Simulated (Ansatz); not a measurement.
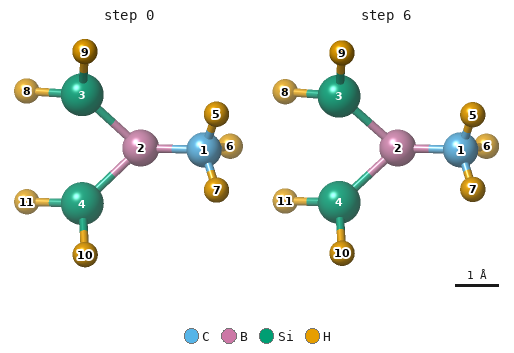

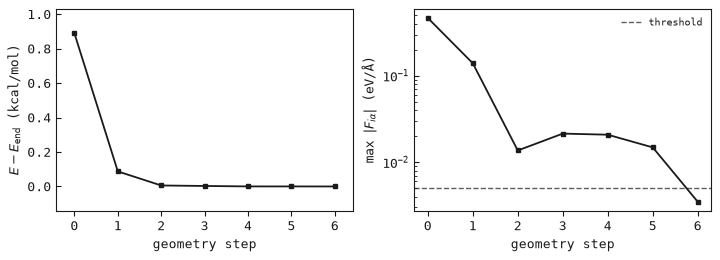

First and last geometry of a relaxation of CH₇BSi₂, with the history of the run. The picture is a ball-and-stick view, seen face on.

The start comes from PBE-D4/def2-SVP.

All numbers below come from RKS PBE0-D4/def2-TZVP (Ansatz).

The input:
```yaml
crystal:
  periodic: [false, false, false]
  atoms:
    - {symbol: C, position_ang: [-0.259613, 1.804154, 0.100028]}
    - {symbol: B, position_ang: [-0.445971, 0.243569, -0.015473]}
    - {symbol: Si, position_ang: [-0.009037, -1.150970, 1.229065]}
    - {symbol: Si, position_ang: [0.187930, -0.981097, -1.351088]}
    - {symbol: H, position_ang: [0.174961, 2.139659, 1.063553]}
    - {symbol: H, position_ang: [-1.282204, 2.245036, 0.051330]}
    - {symbol: H, position_ang: [0.311650, 2.257506, -0.735244]}
    - {symbol: H, position_ang: [-0.468422, -2.576168, 1.122536]}
    - {symbol: H, position_ang: [0.878429, -0.976778, 2.436822]}
    - {symbol: H, position_ang: [1.244890, -0.658342, -2.378149]}
    - {symbol: H, position_ang: [-0.267215, -2.403469, -1.502780]}
basis:
  gaussian: {orbitals: def2-TZVP}
hamiltonian: {xc: pbe0, dispersion: d4}
relax: {f_tol: 0.005, max_steps: 150}
```

**Did the run converge, and what did it change?**

It converged. Over 6 geometry steps the energy falls by 0.89 kcal/mol. Largest force component: 0.47 eV/Å at the start, 0.0035 eV/Å at the end. The largest move after the best rigid fit is that of Si3, 0.041 Å. By element the largest moves are Si 0.041 Å, H 0.040 Å, C 0.011 Å, B 0.005 Å. Some distances before and after: Si3–H9 1.509 → 1.489 Å, Si3–H8 1.501 → 1.482 Å, C1–H5 1.109 → 1.092 Å, C1–H6 1.115 → 1.099 Å.

```csv
step,"E − E(0), kcal/mol","largest force component, eV/Å"
0,0.00,0.4664
1,-0.80,0.1395
2,-0.88,0.0137
3,-0.89,0.0214
4,-0.89,0.0208
5,-0.89,0.0148
6,-0.89,0.0035
```
